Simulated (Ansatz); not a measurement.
Input

```
crystal:
  periodic: [false, false, false]
  atoms:
    - {symbol: B, position_ang: [-0.186763, 0.717663, -0.950103]}
    - {symbol: B, position_ang: [-0.136460, -0.630342, -0.168653]}
    - {symbol: Br, position_ang: [0.145971, -1.725849, 1.271784]}
    - {symbol: H, position_ang: [-1.207793, 1.342265, -1.019081]}
    - {symbol: H, position_ang: [0.753801, 1.075273, -1.602074]}
    - {symbol: H, position_ang: [0.642614, -1.051972, 2.631318]}
basis:
  gaussian: {orbitals: def2-TZVPP}
hamiltonian: {xc: pbe0, dispersion: d4}
output: {orbitals: {seedname: orbitals}}
```

Launched as:

```sh
ansatz run in.yaml --threads 2 --pin off --events-out ev --progress --plain --max-ram 4352MiB
```

Geometry: PBE0-D4/def2-TZVP.

These are results of RKS PBE0-D4/def2-TZVPP in Ansatz 0.2.0, not measurements.

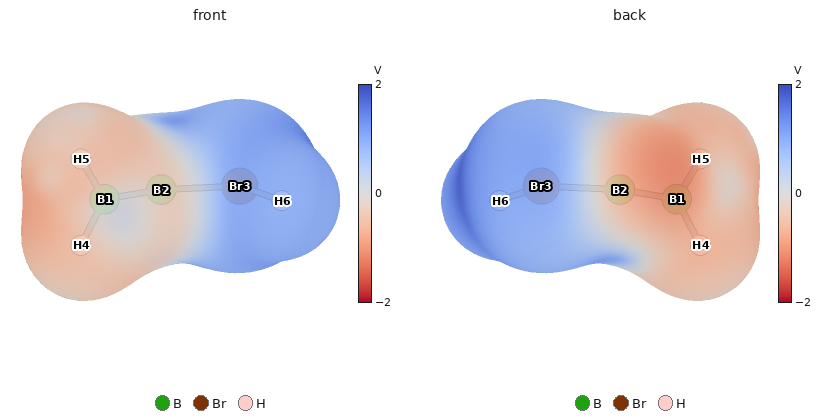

B2BrH3. The electrostatic potential painted on the density surface at 0.002 e/bohr³, seen from the front and from behind; red is negative and blue positive.

Where is the surface potential most negative and most positive?

Answer. The most negative region (about −1.2 V, or −28 kcal/mol for a unit charge) lies over H4, the most positive (about +1.7 V, or +39 kcal/mol for a unit charge) over Br3.
